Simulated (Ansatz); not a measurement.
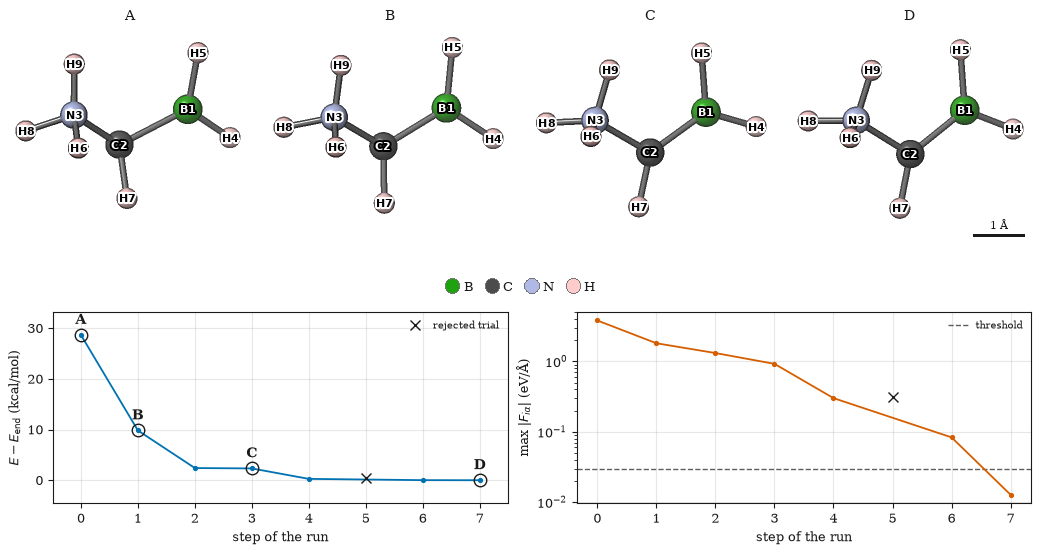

Frames of a relaxation of CH6BN, marked on the history of the run. The picture is a ball-and-stick view, seen at a tilt.

It is one of the separated reactants of a reaction.

Method: RKS PBE-D4/def2-SVP (Ansatz 0.2.0). Set-up: force threshold 0.03 eV/Å; at most 250 steps.

What happens along the run?

Over 6 accepted moves (7 points after the start) the energy falls by 28.7 kcal/mol. The largest force component goes from 3.8 to 0.013 eV/Å. The line search rejected the trial step at point 5 of the run. The atom that moves furthest after the best rigid fit is H9 (0.39 Å). By element the largest moves are H 0.39 Å, C 0.34 Å, N 0.12 Å, B 0.07 Å. Among the contacts that change: B1–C2 1.542 → 1.455 Å, C2–N3 1.448 → 1.494 Å, B1–H5 1.199 → 1.243 Å, N3–H8 1.011 → 1.041 Å. Among the angles between lasting bonds that change: H6–N3–H9 133.3° → 107.5°, B1–C2–H7 110.6° → 133.6°, H6–N3–H8 88.6° → 105.9°. The run took 9 s on 2 threads of Arm Neoverse V1, with other jobs on the host. From step 0 to 1: H5 moves most (0.20 Å), energy −18.8 kcal/mol. From step 1 to 3: H4 moves most (0.30 Å), energy −7.49 kcal/mol. From step 3 to 7: H5 moves most (0.11 Å), energy −2.33 kcal/mol.

| step | E − E(0), kcal/mol | largest force component, eV/Å | note |
| --- | --- | --- | --- |
| 0 | 0.00 | 3.8156 |  |
| 1 | -18.84 | 1.8098 |  |
| 2 | -26.26 | 1.3138 |  |
| 3 | -26.33 | 0.9227 |  |
| 4 | -28.40 | 0.3005 |  |
| 5 | -28.26 | 0.3122 | rejected |
| 6 | -28.65 | 0.0832 |  |
| 7 | -28.66 | 0.0127 |  |
